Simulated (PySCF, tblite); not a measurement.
**C₅H₇NO₂: a rotation path, then NMR shifts on frames**

How do NMR shifts of C₅H₇NO₂ (`COc1ccc(N)o1`) change as the atoms move?

The runs use tblite 0.8.0 and PySCF 2.14.0, with density-fitted response routines of our own; the level of theory stands in each step. All values are computed, except where a source is named. Atoms count from 0, in the outputs and in this text.

### Step 1. The starting structure

15 atoms, charge 0, multiplicity 1; geometry from: GFN2-xTB.

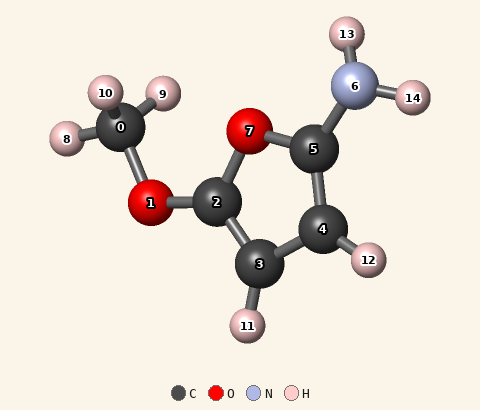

As it starts; carbon dark grey, oxygen red, nitrogen light blue, hydrogen pink, atoms numbered.

### Step 2. The rotation path with GFN2-xTB

The job: settings as JSON, then the geometry in Å.

```
{"job": {"kind": "neb", "xc": "GFN2-xTB", "basis": "xTB", "atoms": [3, 2, 1, 0], "turn": 180}, "charge": 0, "multiplicity": 1}
C      2.500520     0.373144     0.701834
O      1.948833    -0.629634    -0.125159
C      0.615914    -0.552667    -0.323320
C     -0.191315    -1.352530    -1.063842
C     -1.505384    -0.814515    -0.925174
C     -1.390342     0.268491    -0.112748
N     -2.305765     1.223739     0.305630
O     -0.096039     0.440609     0.272139
H      3.571428     0.183313     0.727747
H      2.089471     0.318982     1.714617
H      2.307990     1.369551     0.293699
H      0.103461    -2.207098    -1.633593
H     -2.400252    -1.187932    -1.376591
H     -2.007480     1.710456     1.139424
H     -3.245453     0.864080     0.383427
```

Method: GFN2-xTB climbing-image nudged elastic band, gas phase.

Started as:

```sh
$ OMP_NUM_THREADS=1 python probes_run.py task.json out
```

This one command runs all jobs of the session in turn.

Log:

```text
image   E - E0 / eV
  0      -0.0000
  1       0.0147
  2       0.0416
  3       0.0699
  4       0.0971
  5       0.1103
  6       0.0990
  7       0.0657
  8       0.0419
```

Run time: 1.7 s. Hardware: 1 thread of Intel Xeon 6975P-C, shared host; peak memory 0.18 GiB.

The final band, with the dihedral C3–C2–O1–C0:

| image | dihedral (°) | energy (eV) | energy (kcal/mol) |
| --- | --- | --- | --- |
| 0 | 180 | 0.000 | 0.0 |
| 1 | 200 | 0.015 | 0.3 |
| 2 | 223 | 0.042 | 1.0 |
| 3 | 246 | 0.070 | 1.6 |
| 4 | 270 | 0.097 | 2.2 |
| 5 | 294 | 0.110 | 2.5 |
| 6 | 318 | 0.099 | 2.3 |
| 7 | 341 | 0.066 | 1.5 |
| 8 | 361 | 0.042 | 1.0 |

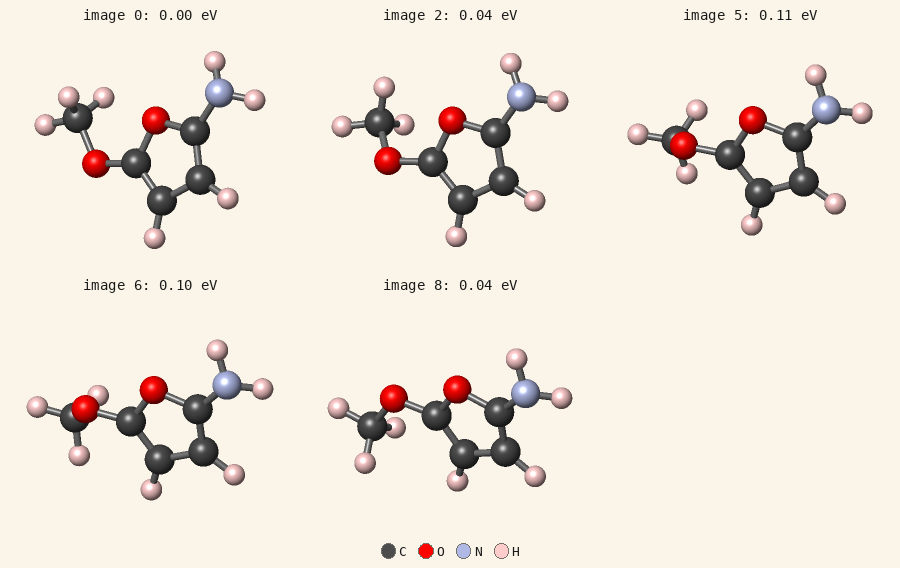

Images along the band.

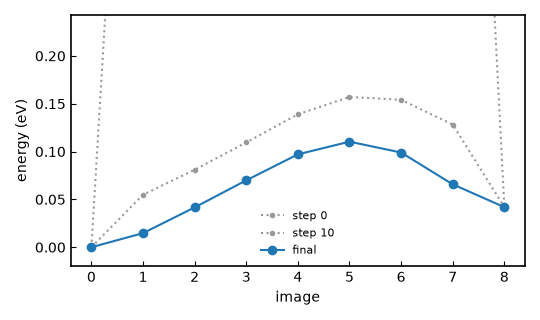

Energy along the band, early and final.

### Step 3. Shielding tensors: image 0, PBE0/pcSseg-1

The job: settings as JSON, then the geometry in Å.

```
{"job": {"kind": "nmr", "xc": "PBE0", "basis": "pcSseg-1", "pop": false}, "charge": 0, "multiplicity": 1}
C      2.500500     0.373100     0.701800
O      1.948800    -0.629600    -0.125200
C      0.615900    -0.552700    -0.323300
C     -0.191300    -1.352500    -1.063800
C     -1.505400    -0.814500    -0.925200
C     -1.390300     0.268500    -0.112700
N     -2.305800     1.223700     0.305600
O     -0.096000     0.440600     0.272100
H      3.571400     0.183300     0.727700
H      2.089500     0.319000     1.714600
H      2.308000     1.369600     0.293700
H      0.103500    -2.207100    -1.633600
H     -2.400300    -1.187900    -1.376600
H     -2.007500     1.710500     1.139400
H     -3.245500     0.864100     0.383400
```

Method: GIAO PBE0/pcSseg-1 NMR shielding, non-relativistic, gas phase.

Log:

```text
coarse grid: 13008 points
cycle   1  E = -399.2408545311  dE =  1.627e+00  |g| = 7.007e-01  |ddm| = 3.655e+00
cycle   2  E = -399.1830713851  dE =  5.778e-02  |g| = 8.929e-01  |ddm| = 1.079e+00
cycle   3  E = -399.3372584495  dE = -1.542e-01  |g| = 1.106e-01  |ddm| = 6.391e-01
cycle   4  E = -399.3394309250  dE = -2.172e-03  |g| = 5.564e-02  |ddm| = 1.337e-01
cycle   5  E = -399.3400324291  dE = -6.015e-04  |g| = 1.539e-02  |ddm| = 4.944e-02
cycle   6  E = -399.3400783590  dE = -4.593e-05  |g| = 3.834e-03  |ddm| = 1.361e-02
cycle   7  E = -399.3400812325  dE = -2.874e-06  |g| = 1.165e-03  |ddm| = 3.446e-03
final grid: 127056 points
cycle   8  E = -399.4054966528  dE = -1.872e-05  |g| = 1.525e-02  |ddm| = 3.009e-02
cycle   9  E = -399.4054350030  dE =  6.165e-05  |g| = 2.378e-02  |ddm| = 2.288e-02
cycle  10  E = -399.4055377441  dE = -1.027e-04  |g| = 2.280e-03  |ddm| = 1.574e-02
cycle  11  E = -399.4055390094  dE = -1.265e-06  |g| = 3.390e-04  |ddm| = 2.256e-03
cycle  12  E = -399.4055390304  dE = -2.098e-08  |g| = 1.405e-04  |ddm| = 3.583e-04
cycle  13  E = -399.4055390348  dE = -4.345e-09  |g| = 4.296e-05  |ddm| = 1.395e-04
cycle  14  E = -399.4055390351  dE = -3.769e-10  |g| = 1.379e-05  |ddm| = 4.286e-05
converged SCF energy = -399.4055390351

GIAO shielding tensors (ppm)
atom      isotropic    diamagn.    paramagn.     s11        s22        s33       span
  0 C      131.166     244.836    -113.669    104.856    108.766    179.877     75.020
  1 O      255.012     394.662    -139.651    160.171    281.404    323.460    163.289
  2 C       28.199     254.405    -226.206    -40.975     58.902     66.670    107.645
  3 C       98.763     252.641    -153.878     40.580     97.008    158.701    118.121
  4 C       98.189     254.533    -156.343     36.345    100.758    157.465    121.119
  5 C       35.192     249.058    -213.866    -39.178     54.602     90.151    129.329
  6 N      206.136     317.426    -111.290    170.568    185.294    262.547     91.979
  7 O       75.490     405.541    -330.052     -1.796     35.245    193.020    194.816
  8 H       27.800      27.492       0.309     23.658     26.050     33.693     10.035
  9 H       27.825      29.896      -2.071     24.283     25.813     33.379      9.097
 10 H       27.751      29.803      -2.052     24.188     25.884     33.182      8.993
 11 H       26.387      31.726      -5.340     23.206     26.643     29.312      6.106
 12 H       26.478      32.079      -5.600     23.482     27.126     28.827      5.346
 13 H       28.595      31.658      -3.063     21.850     27.312     36.622     14.773
 14 H       28.719      29.748      -1.029     21.734     26.975     37.449     15.716
```

It took 17 s on 1 thread of Intel Xeon 6975P-C, shared host; peak memory 0.75 GiB.

The references, computed at this level on geometries of the same kind, shield at (ppm): ¹H TMS 31.72, ¹³C TMS 186.9, ¹⁵N NH3 267.7, ¹⁷O H2O 336.1. Their shielding less the atom's gives the shift. The references are single molecules in the gas phase, so shifts against H2O, NH3, PH3, H3PO4 or CFCl3 are not on the usual liquid scales and can be off by tens of ppm. Each atom is listed at this fixed geometry, with no averaging over motion; a spectrum would average atoms that exchange fast.

| atoms | environment | σ (ppm) | δ (ppm) |
| --- | --- | --- | --- |
| C2 | aromatic carbon bearing oxygen | 28.2 | 158.7 |
| C5 | aromatic carbon bearing nitrogen | 35.2 | 151.7 |
| C4 | aromatic CH | 98.2 | 88.7 |
| C3 | aromatic CH | 98.8 | 88.2 |
| C0 | methyl carbon bonded to O | 131.2 | 55.8 |
| H11 | hydrogen on an aromatic CH | 26.39 | 5.33 |
| H12 | hydrogen on an aromatic CH | 26.48 | 5.24 |
| H10 | hydrogen on a methyl carbon bonded to O | 27.75 | 3.97 |
| H8 | hydrogen on a methyl carbon bonded to O | 27.80 | 3.92 |
| H9 | hydrogen on a methyl carbon bonded to O | 27.83 | 3.89 |
| H13 | hydrogen on an aniline-type nitrogen | 28.59 | 3.12 |
| H14 | hydrogen on an aniline-type nitrogen | 28.72 | 3.00 |
| O7 | aromatic ring oxygen | 75.5 | 260.6 |
| O1 | ether oxygen | 255.0 | 81.1 |
| N6 | aniline-type nitrogen | 206.1 | 61.6 |

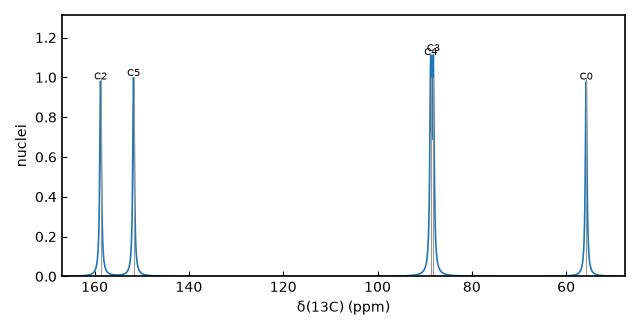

¹³C lines at the computed shifts, without couplings. Lines are broadened to a width of 0.41 ppm (Lorentzian).

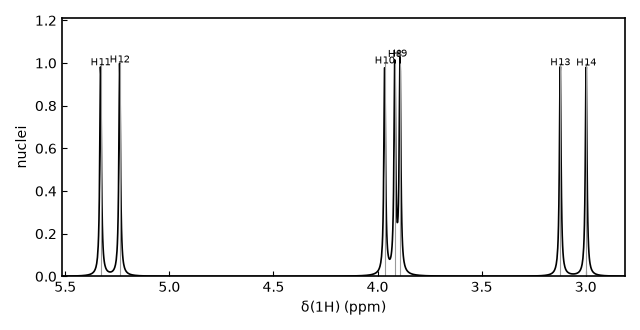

¹H lines at the computed shifts, without couplings. Lines are broadened to a width of 0.01 ppm (Lorentzian).

Ring of atoms C2, C3, C4, C5, O7: NICS(0) -11.7, NICS(1) -8.0, NICS(1)zz -19.3 ppm (means of both faces).

### Step 4. NMR shieldings: image 2, PBE0/pcSseg-1

The job: settings as JSON, then the geometry in Å.

```
{"job": {"kind": "nmr", "xc": "PBE0", "basis": "pcSseg-1", "pop": false}, "charge": 0, "multiplicity": 1}
C      2.527400     0.259100     0.748300
O      1.969500    -0.223100    -0.463200
C      0.625700    -0.337900    -0.474500
C     -0.160200    -1.329100    -0.961900
C     -1.504700    -0.890700    -0.788400
C     -1.430100     0.331300    -0.193500
N     -2.402300     1.252400     0.158600
O     -0.137600     0.685800     0.012800
H      3.601700     0.301700     0.583500
H      2.307000    -0.426000     1.573600
H      2.149400     1.255100     0.992500
H      0.175500    -2.246500    -1.397000
H     -2.391500    -1.417400    -1.071500
H     -2.063200     1.956300     0.798900
H     -3.271000     0.837100     0.459800
```

With the program's defaults for keys left out, this is: GIAO PBE0/pcSseg-1 NMR shielding, non-relativistic, gas phase.

Log:

```text
coarse grid: 13008 points
cycle   1  E = -399.2432880935  dE =  1.614e+00  |g| = 7.003e-01  |ddm| = 3.635e+00
cycle   2  E = -399.1872107144  dE =  5.608e-02  |g| = 8.933e-01  |ddm| = 1.115e+00
cycle   3  E = -399.3394378003  dE = -1.522e-01  |g| = 1.033e-01  |ddm| = 6.617e-01
cycle   4  E = -399.3412976051  dE = -1.860e-03  |g| = 5.221e-02  |ddm| = 1.275e-01
cycle   5  E = -399.3418216782  dE = -5.241e-04  |g| = 1.580e-02  |ddm| = 4.839e-02
cycle   6  E = -399.3418699919  dE = -4.831e-05  |g| = 3.914e-03  |ddm| = 1.379e-02
cycle   7  E = -399.3418729783  dE = -2.986e-06  |g| = 1.182e-03  |ddm| = 3.583e-03
final grid: 127056 points
cycle   8  E = -399.4068179688  dE = -2.078e-05  |g| = 1.490e-02  |ddm| = 3.008e-02
cycle   9  E = -399.4067612309  dE =  5.674e-05  |g| = 2.303e-02  |ddm| = 2.231e-02
cycle  10  E = -399.4068569762  dE = -9.575e-05  |g| = 2.300e-03  |ddm| = 1.528e-02
cycle  11  E = -399.4068582436  dE = -1.267e-06  |g| = 3.550e-04  |ddm| = 2.269e-03
cycle  12  E = -399.4068582668  dE = -2.317e-08  |g| = 1.378e-04  |ddm| = 3.752e-04
cycle  13  E = -399.4068582710  dE = -4.162e-09  |g| = 3.752e-05  |ddm| = 1.356e-04
cycle  14  E = -399.4068582712  dE = -2.719e-10  |g| = 1.542e-05  |ddm| = 4.230e-05
converged SCF energy = -399.4068582712

GIAO shielding tensors (ppm)
atom      isotropic    diamagn.    paramagn.     s11        s22        s33       span
  0 C      127.326     245.119    -117.794     96.981    102.564    182.432     85.451
  1 O      261.753     394.729    -132.976    184.645    276.347    324.265    139.620
  2 C       28.055     252.842    -224.787    -39.161     57.695     65.631    104.791
  3 C       91.833     254.536    -162.703     30.527     87.983    156.988    126.460
  4 C       99.873     254.679    -154.806     39.835    101.032    158.753    118.918
  5 C       34.117     250.113    -215.996    -43.703     53.712     92.341    136.044
  6 N      205.094     317.505    -112.411    167.222    185.148    262.912     95.690
  7 O       69.157     404.915    -335.758    -19.622     26.439    200.655    220.276
  8 H       27.792      27.813      -0.020     24.070     25.570     33.738      9.668
  9 H       28.229      29.480      -1.251     25.004     25.847     33.836      8.832
 10 H       27.451      30.189      -2.738     22.994     26.756     32.603      9.609
 11 H       26.158      32.133      -5.975     23.353     26.351     28.768      5.415
 12 H       26.593      32.142      -5.549     23.566     27.201     29.012      5.447
 13 H       28.499      31.654      -3.155     21.870     27.095     36.531     14.662
 14 H       28.613      29.917      -1.304     21.671     26.835     37.335     15.664
```

Wall time 16 s (1 thread of Intel Xeon 6975P-C, shared host); peak memory 0.79 GiB.

Key values: δ C2 158.9, C5 152.8, C3 95.1, C4 87.1, H11 5.56, H12 5.12 ppm.

[end of part 1 of 2]
